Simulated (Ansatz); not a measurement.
Consider C2H9InN2 (SMILES C[CH2][In]([NH2])[NH2]).

Input

```
crystal:
  periodic: [false, false, false]
  atoms:
    - {symbol: C, position_ang: [0.007046, 2.163306, 0.514162]}
    - {symbol: C, position_ang: [-0.690816, 0.872303, 0.922216]}
    - {symbol: In, position_ang: [-0.035566, -0.858753, -0.176608]}
    - {symbol: N, position_ang: [-0.879252, -2.701471, -0.126928]}
    - {symbol: N, position_ang: [1.556537, -0.776468, -1.431020]}
    - {symbol: H, position_ang: [1.089167, 2.103394, 0.655676]}
    - {symbol: H, position_ang: [-0.349047, 3.015696, 1.102373]}
    - {symbol: H, position_ang: [-0.165475, 2.404557, -0.537954]}
    - {symbol: H, position_ang: [-0.530937, 0.661252, 1.983116]}
    - {symbol: H, position_ang: [-1.772899, 0.951199, 0.787939]}
    - {symbol: H, position_ang: [-1.419984, -2.971022, 0.680806]}
    - {symbol: H, position_ang: [-0.325145, -3.488473, -0.430614]}
    - {symbol: H, position_ang: [1.667837, -1.488383, -2.136981]}
    - {symbol: H, position_ang: [1.848546, 0.112862, -1.806173]}
basis:
  gaussian: {orbitals: def2-TZVPP}
hamiltonian: {xc: pbe0, dispersion: d4}
output: {orbitals: {seedname: orbitals}}
```

Run with:

```sh
ansatz run in.yaml --threads 4 --pin off --events-out ev --progress --plain --max-ram 11315MiB
```

Geometry: PBE0-D4/def2-TZVP; core potentials replace the inner electrons of In.

All numbers below come from RKS PBE0-D4/def2-TZVPP (Ansatz).

Predict the electron density and electron localisation function between the atoms.

C–C (1.52 Å): ρ is about 1.6 e/Å³ halfway; the ELF peaks at about 0.95 between the atoms: a shared electron pair.
C–In (2.15 Å): the density is about 0.68 e/Å³ at the midpoint; the ELF peaks at about 0.90 in the valence shell of C, 0.7 Å from its nucleus, and drops to about 0.20 between the two atoms.
C–H (1.10 Å): ρ at the midpoint is about 2 e/Å³; the ELF climbs to about 1 towards the hydrogen, as it does in any bond to H (a covalent bond by its length).

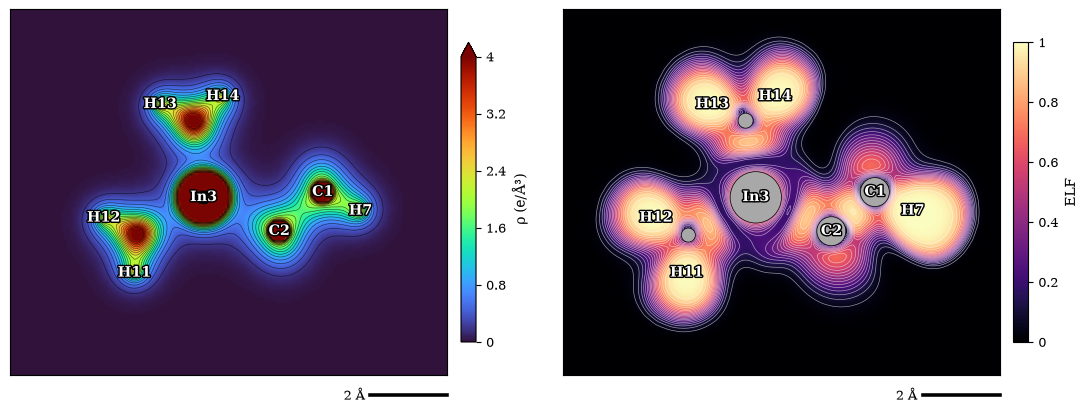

Computed electron density and electron localisation function on the plane of atoms C1, C2 and In3, in this order. Grey discs cover the atomic cores in the ELF map. 
